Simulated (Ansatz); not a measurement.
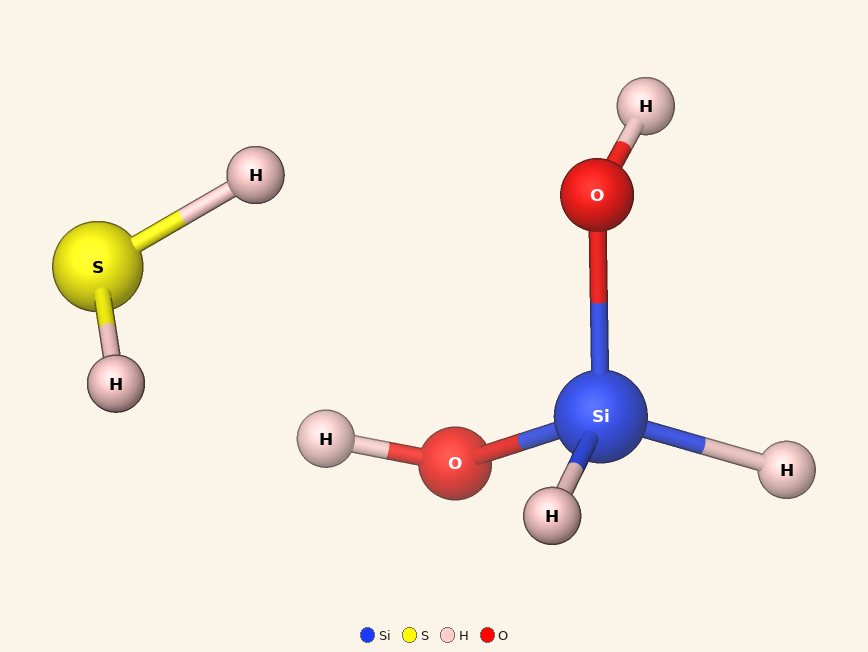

Distant atoms are faded towards the background colour. The geometry was computed by an optimisation with PBE0-D4/def2-TZVP.

Which symmetry elements does this geometry have?

It has no symmetry element but the identity, so the point group is C1. The group has 1 operation. The geometry is chiral, and symmetry allows a dipole moment.
